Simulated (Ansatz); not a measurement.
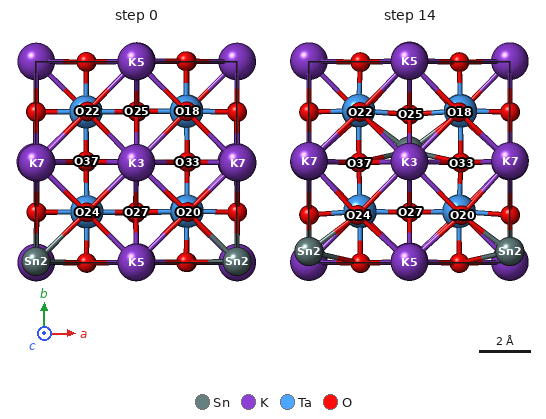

The structure of a defect cell of composition Sn$_{2}$K$_{6}$Ta$_{8}$O$_{24}$ before (left) and after (right) a relaxation, at one scale.

Style: ball-and-stick. Shown: the cell of the calculation (origin shifted), along the c axis.

All numbers below come from Ansatz, DFT, PBEsol, PAW, plane waves. (plane-wave cutoff 420 eV; k-point mesh 1 × 1 × 1; mesh shifted by (0.25, 0.25, 0.25); no spin polarisation; atoms relaxed in a fixed cell; force threshold 0.03 eV/Å; at most 80 steps)

Q: Summarise the run.

A: A Sn atom moves most: 0.44 Å along +b. Largest moves by element: Sn 0.44 Å, O 0.15 Å, Ta 0.09 Å, K 0.08 Å. The cell stays as it was. Near-neighbour distances that change, for instance: O–Sn 2.820 → 2.386 Å, O–Sn 2.853 → 2.426 Å, O–Sn 2.827 → 2.418 Å, O–Sn 2.798 → 2.413 Å. Among the angles between lasting bonds that change: Ta–O–Ta 178.6° → 169.3°, Ta–O–Ta 178.8° → 170.1°, Ta–O–Ta 178.0° → 169.5°. Over 11 accepted moves (14 points after the start) the energy falls by 0.745 eV per cell of the calculation. The largest force component goes from 1.6 to 0.022 eV/Å. The line search rejected the trial steps at points 6, 10 of the run. 1 step only repeated the SCF at the same geometry.

Limits of the set-up: the periodic images lie only 8.0 Å apart, so the values are limited by the cell's size.
